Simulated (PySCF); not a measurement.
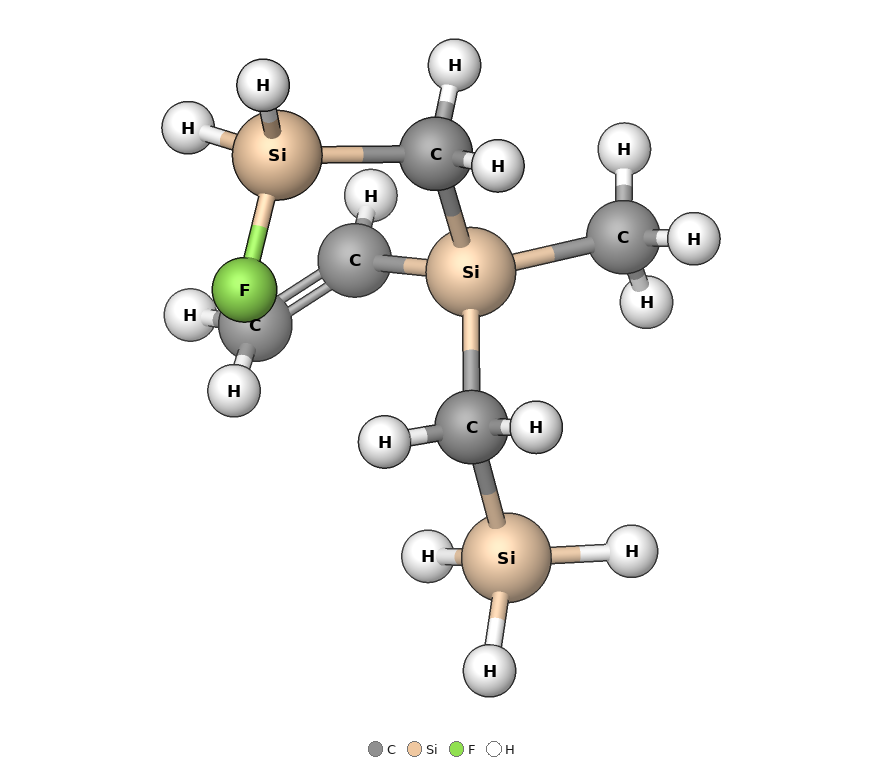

The computed structure is the end point of a GFN2-xTB optimisation. No frequency run is at hand to confirm it as a minimum. Properties computed with PBE0/pcSseg-1, gas phase (PySCF 2.14.0).

Predict the main results.

The species is C₅H₁₅FSi₃ (`C=C[Si@](C)(C[SiH3])C[SiH2]F`).
- dipole moment: 1.99 D
- HOMO energy (Kohn–Sham orbital): −7.81 eV
- LUMO energy (Kohn–Sham orbital): −0.42 eV
- HOMO–LUMO gap: 7.39 eV

The geometry is semi-empirical. Around Si such bond lengths and angles can be off by a tenth of an ångström or more and by several degrees, and values that hang on the shape move with them.
